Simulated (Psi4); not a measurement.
# BH2SClO (SMILES OB(S)Cl): B3LYP/def2-SVPD

What is the energy change on altering one bond length of BH2SClO at B3LYP/def2-SVPD? 

The calculation is run with Psi4 1.11.

2 further runs of the same task are left out: 2 set aside as unsound or not needed.

## (1) Starting point

BH2SClO has 6 atoms, charge 0, and is taken as a singlet. As SMILES, `OB(S)Cl`. The coordinates come from a PBE0-D4/def2-TZVP relaxation. This is one conformer, not always the lowest.

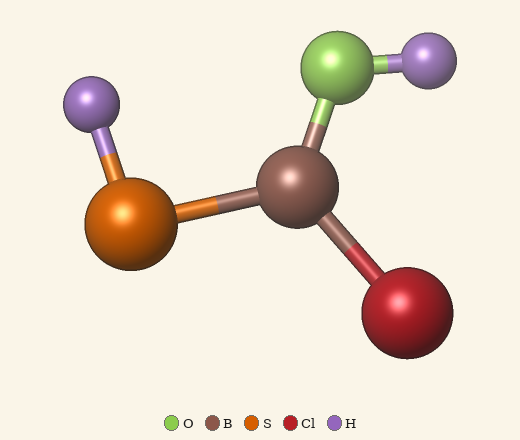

The structure, seen from a chosen angle (oxygen green, boron brown, sulfur orange, chlorine red, hydrogen purple).

## (2) Energy and forces at B3LYP/def2-SVPD

run.py

```python
import psi4

psi4.set_memory('1600 MB')
psi4.set_num_threads(1)
psi4.core.set_output_file('run.log', False)

mol = psi4.geometry("""
0 1
O      0.301700     0.908000    -0.627200
B     -0.232300    -0.218400    -0.112900
S      0.333000    -0.896100     1.455800
Cl    -1.520700    -1.084000    -0.964300
H     -0.088300     1.162600    -1.468700
H      1.248600     0.063900     1.671200
symmetry c1
no_reorient
no_com
""")

options = {'basis': 'def2-SVPD', 'puream': True, 'e_convergence': 1e-09, 'd_convergence': 1e-08, 'scf_type': 'pk', 'dft_radial_points': 99, 'dft_spherical_points': 590}
psi4.set_options(options)

energy_value, wavefunction = psi4.gradient("b3lyp", molecule=mol, return_wfn=True)
psi4.oeprop(wavefunction, "LOWDIN_CHARGES", "MULLIKEN_CHARGES", "QUADRUPOLE", title="B3LYP")
print('gradient / Eh bohr^-1')
print(energy_value.np.round(6))
print(f'energy = {wavefunction.energy():.10f} Eh')
```

Run with:

```sh
$ python run.py
```

run.log (excerpt; [...] marks lines left out):

```text
[...]
  Running in c1 symmetry.
[...]
  Nuclear repulsion =  185.660834831533862
[...]
  Multiplicity = 1
[...]
  Nalpha       = 24
  Nbeta        = 24
[...]
    Number of basis functions: 113
[...]
   @RKS iter   1:  -959.29105046148959   -2.53350e-02   6.35470e-03 ADIIS/DIIS
[...]
   @RKS iter  11:  -959.50870818983208   -4.95675e-11   8.44027e-09 DIIS
[...]
    Orbital Energies [Eh]
    ---------------------
    Doubly Occupied:
       1A   -101.526338     2A    -88.867965     3A    -19.189023
       4A     -9.477730     5A     -7.959593     6A     -7.244196
       7A     -7.238728     8A     -7.237794     9A     -6.859993
      10A     -5.928108    11A     -5.924206    12A     -5.920915
      13A     -1.056260    14A     -0.851021    15A     -0.758079
      16A     -0.593437    17A     -0.497997    18A     -0.457718
      19A     -0.419363    20A     -0.395937    21A     -0.355819
      22A     -0.346417    23A     -0.334918    24A     -0.284827
[...]
  @RKS Final Energy:  -959.50870818983208
   => Energetics <=
    Nuclear Repulsion Energy =            185.6608348315338617
    One-Electron Energy =               -1692.2056620020880473
    Two-Electron Energy =                 601.3391899287618116
    DFT Exchange-Correlation Energy =     -54.3030709480398386
    Empirical Dispersion Energy =           0.0000000000000000
    VV10 Nonlocal Energy =                  0.0000000000000000
    Total Energy =                       -959.5087081898320776
[...]
  -Total Gradient:
     Atom            X                  Y                   Z
    ------   -----------------  -----------------  -----------------
       1       -0.000897100269    -0.000538690441    -0.000654502190
       2       -0.003030690236    -0.002710271451    -0.001266486203
       3        0.000938487296     0.005244645538    -0.004585568120
       4        0.006444568309     0.004022997738     0.004612968478
       5        0.000279153439    -0.002641760763     0.003381439477
       6       -0.003736142423    -0.003380458202    -0.001486267437
[...]
 Multipole Moments:
 ------------------------------------------------------------------------------------
     Multipole            Electronic (a.u.)      Nuclear  (a.u.)        Total (a.u.)
 ------------------------------------------------------------------------------------
 L = 1.  Multiply by 2.5417464519 to convert [e a0] to [Debye]
 Dipole X            :         34.4115551          -34.2257747            0.1857804
 Dipole Y            :         48.4458172          -47.9368716            0.5089456
 Dipole Z            :         -3.1839091            2.8725727           -0.3113364
 Magnitude           :                                                    0.6248762
 L = 2.  Multiply by 1.3450342976 to convert [e a0^2] to [Debye ang]
 Quadrupole XX       :       -184.6150361          155.8841460          -28.7308901
 Quadrupole XY       :        -92.2660790           91.6741878           -0.5918912
[...]
  Mulliken Charges: (a.u.)
   Center  Symbol    Alpha    Beta     Spin     Total
       1     O     4.16756  4.16756  0.00000 -0.33513
       2     B     2.09316  2.09316  0.00000  0.81367
       3     S     8.18237  8.18237  0.00000 -0.36473
       4    CL     8.72136  8.72136  0.00000 -0.44271
       5     H     0.44268  0.44268  0.00000  0.11464
       6     H     0.39287  0.39287  0.00000  0.21426
   Total alpha = 24.00000, Total beta = 24.00000, Total charge =  0.00000
  Lowdin Charges: (a.u.)
   Center  Symbol    Alpha    Beta     Spin     Total
[...]
```

Standard output:

```text
gradient / Eh bohr^-1
[[-0.000897 -0.000539 -0.000655]
 [-0.003031 -0.00271  -0.001266]
 [ 0.000938  0.005245 -0.004586]
 [ 0.006445  0.004023  0.004613]
 [ 0.000279 -0.002642  0.003381]
 [-0.003736 -0.00338  -0.001486]]
energy = -959.5087081898 Eh
```

Run time: 33 s. Hardware: 1 thread of AMD EPYC 7R43 (Zen 3), shared host; peak memory 0.64 GiB.

## (3) The distorted shape: a single-point energy at B3LYP/def2-SVPD

bclh2os.in

```
memory 1600 mb

molecule mol {
  0 1
  O      0.132103     1.111318    -1.097830
  B     -0.401897    -0.015082    -0.583530
  S      0.333000    -0.896100     1.455800
  Cl    -1.690297    -0.880682    -1.434930
  H     -0.257897     1.365918    -1.939330
  H      1.248600     0.063900     1.671200
  units angstrom
  symmetry c1
  no_reorient
  no_com
}

set {
  basis                def2-SVPD
  reference            rks
  puream               true
  e_convergence        1e-09
  d_convergence        1e-08
  scf_type             pk
  dft_radial_points    99
  dft_spherical_points 590
}

E, wfn = energy("b3lyp", return_wfn=True)
oeprop(wfn, "QUADRUPOLE", "LOWDIN_CHARGES", "WIBERG_LOWDIN_INDICES", title="B3LYP")
```

Run with:

```sh
$ psi4 bclh2os.in bclh2os.out -n 1
```

bclh2os.out (excerpt; [...] marks lines left out):

```text
[...]
  Running in c1 symmetry.
[...]
  Nuclear repulsion =  169.156600479741456
[...]
  Multiplicity = 1
[...]
  Nalpha       = 24
  Nbeta        = 24
[...]
    Number of basis functions: 113
[...]
   @RKS iter   1:  -959.24974989521945   -3.00200e-01   6.26969e-03 DIIS/ADIIS
[...]
   @RKS iter  12:  -959.45893505142067   -1.70530e-12   2.59071e-09 DIIS
[...]
    Orbital Energies [Eh]
    ---------------------
    Doubly Occupied:
       1A   -101.548133     2A    -88.861993     3A    -19.213695
       4A     -9.499060     5A     -7.948366     6A     -7.265769
       7A     -7.260068     8A     -7.258960     9A     -6.907222
      10A     -5.917175    11A     -5.914819    12A     -5.908558
      13A     -1.077578    14A     -0.867290    15A     -0.706819
      16A     -0.616975    17A     -0.504858    18A     -0.447331
      19A     -0.433920    20A     -0.394328    21A     -0.362958
      22A     -0.357584    23A     -0.313468    24A     -0.255549
[...]
  @RKS Final Energy:  -959.45893505142067
   => Energetics <=
    Nuclear Repulsion Energy =            169.1566004797414564
    One-Electron Energy =               -1658.9375795838354861
    Two-Electron Energy =                 584.5175737702586503
    DFT Exchange-Correlation Energy =     -54.1955297175852664
    Empirical Dispersion Energy =           0.0000000000000000
    VV10 Nonlocal Energy =                  0.0000000000000000
    Total Energy =                       -959.4589350514206672
[...]
 Multipole Moments:
 ------------------------------------------------------------------------------------
     Multipole            Electronic (a.u.)      Nuclear  (a.u.)        Total (a.u.)
 ------------------------------------------------------------------------------------
 L = 1.  Multiply by 2.5417464519 to convert [e a0] to [Debye]
 Dipole X            :         44.0637542          -44.1610231           -0.0972689
 Dipole Y            :         36.6949565          -36.0261962            0.6687603
 Dipole Z            :         23.8037436          -24.6976433           -0.8938998
 Magnitude           :                                                    1.1206063
 L = 2.  Multiply by 1.3450342976 to convert [e a0^2] to [Debye ang]
 Quadrupole XX       :       -217.7076657          188.9726072          -28.7350585
 Quadrupole XY       :        -76.7287309           76.6504554           -0.0782756
[...]
```

It took 26 s on 1 thread of AMD EPYC 7R43 (Zen 3), shared host; peak memory 0.63 GiB.

## (4) Outcome

Level: B3LYP/def2-SVPD.

```
                                                         quantity          value
                                        first shape: total energy  -959.50871 Eh
                                       first shape: dipole moment         1.59 D
                                         first shape: HOMO energy       -7.75 eV
                                         first shape: LUMO energy       -0.46 eV
                                       first shape: HOMO–LUMO gap        7.29 eV
                            first shape: largest force on an atom     0.457 eV/Å
                                    distorted shape: total energy  -959.45894 Eh
                                   distorted shape: dipole moment         2.85 D
                                     distorted shape: HOMO energy       -6.95 eV
                                     distorted shape: LUMO energy       -1.53 eV
                                   distorted shape: HOMO–LUMO gap        5.43 eV
energy change with the B2–S3 bond stretched from 1.800 to 2.340 Å       1.354 eV
```

**Reading.** With the B2–S3 bond stretched from 1.800 to 2.340 Å the energy rises by 1.35 eV (131 kJ/mol). The first shape isn't relaxed at this level, so the change isn't measured from a minimum. The largest force (first shape) is 0.46 eV/Å: the shape isn't a stationary point for this species at this level. Mulliken charges (first shape) run from -0.44 on Cl4 to +0.81 on B2; in a basis this large or diffuse they mean little.
